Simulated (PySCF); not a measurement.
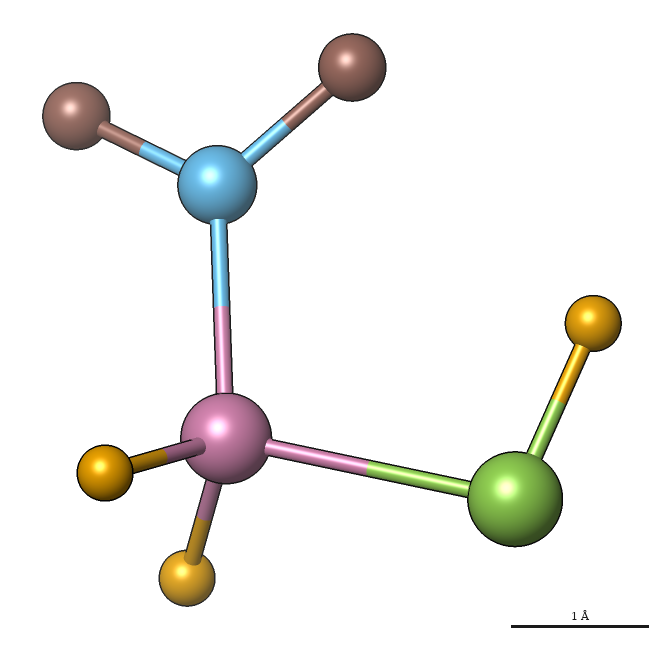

Colours: fluorine brown, boron blue, silicon pink, selenium green, hydrogen orange.

The geometry was computed by an optimisation with GFN2-xTB. No frequency run is at hand to confirm it as a minimum.

Description:

The molecule is BF2H3SeSi. SMILES: `FB(F)[SiH2][SeH]`. It has no ring. Among its groups: Si–H bond. Coordination: 1 B trigonal planar; 1 Si tetrahedral; 1 Se bent.

The parts below concern this one geometry. Atoms keep their numbers from picture to picture.

**Shape**

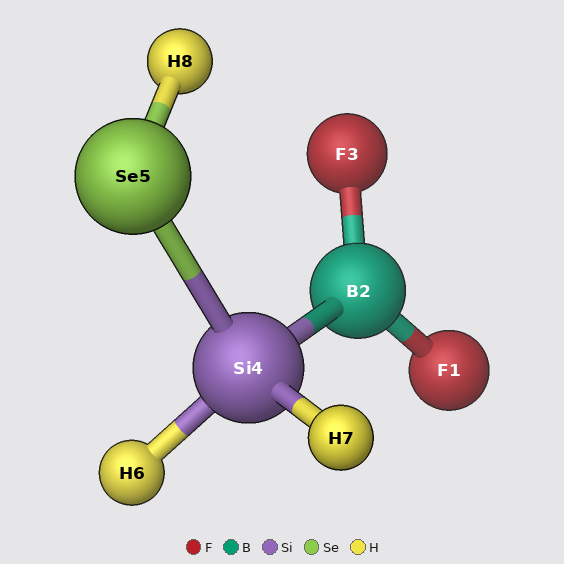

Atoms carry their numbers in the input. No frequency run is at hand to confirm it as a minimum.

Which atoms are bonded, and how long are the bonds?

| bond | length (Å) | order |
| --- | --- | --- |
| F1–B2 | 1.315 | single |
| B2–F3 | 1.318 | single |
| B2–Si4 | 1.977 | single |
| Si4–Se5 | 2.290 | single |
| Si4–H6 | 1.466 | single |
| Si4–H7 | 1.465 | single |
| Se5–H8 | 1.435 | single |

**Excitation**

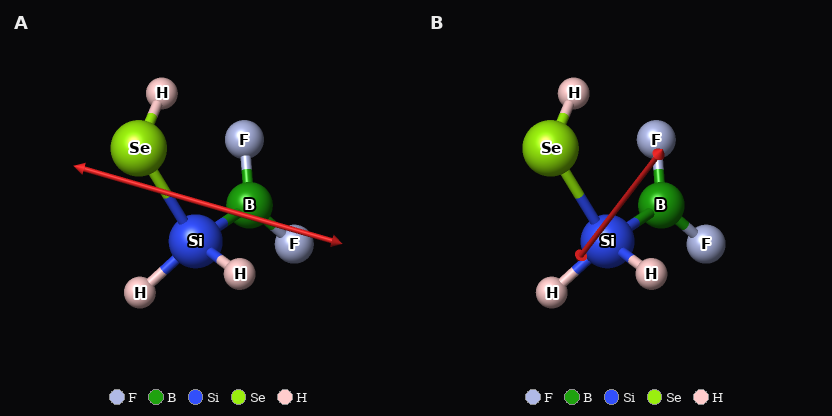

The double arrows show the directions of two transition dipoles from the ground state (lengths mean nothing). No frequency run is at hand to confirm it as a minimum. Method: TDDFT CAM-B3LYP/def2-SVPD, vertical, gas phase, core orbitals frozen in the response (PySCF 2.14.0).

**One belongs to singlet state 4 and one to singlet state 7. Which is which?**

A: state 7, 7.32 eV (169 nm), oscillator strength 0.027, mainly HOMO−2 → LUMO (weight 0.78).
B: state 4, 6.37 eV (195 nm), oscillator strength 0.016, mainly HOMO−1 → LUMO (weight 0.89).

**Core levels**

No frequency run is at hand to confirm it as a minimum. Properties computed with delta-SCF UKS SCAN, pcX-2 on the ionised atom, pcseg-1 elsewhere, spin-free X2C (PySCF 2.14.0).

Give the core-electron binding energies (to vacuum; p and d levels without spin–orbit splitting) of F1 1s, B2 1s, Si4 1s, Si4 2p.

| atom | level | binding energy (eV) |
| --- | --- | --- |
| F1 | 1s | 693.8 |
| B2 | 1s | 199.4 |
| Si4 | 1s | 1847.1 |
| Si4 | 2p | 107.6 |

**Polarisability**

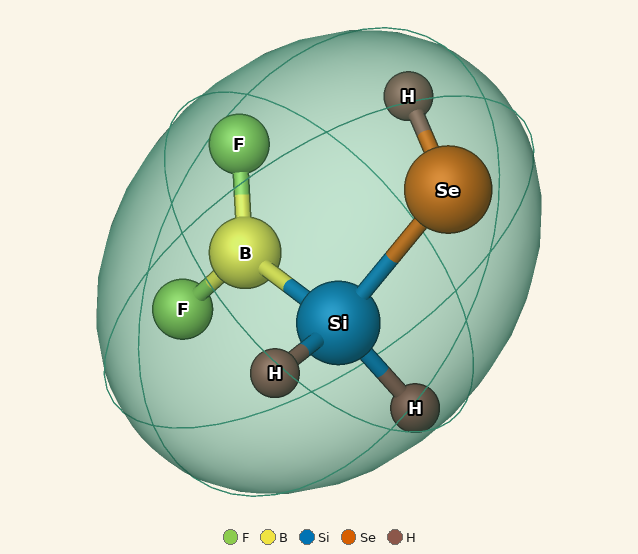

The ellipsoid shows the static dipole polarisability: its half-axes are proportional to the principal values. No frequency run is at hand to confirm it as a minimum. Computed with CAM-B3LYP/def2-SVPD (PySCF 2.14.0).

**How large and how anisotropic is the polarisability?**

Principal values 58.6, 65.7, 83.0 bohr³; mean 69.1 bohr³ (10.24 Å³); anisotropy 21.7 bohr³, so the longest axis is 1.42 times the shortest.

The geometry is semi-empirical. Around B, Se, Si such bond lengths and angles can be off by a tenth of an ångström or more and by several degrees, and values that hang on the shape move with them.
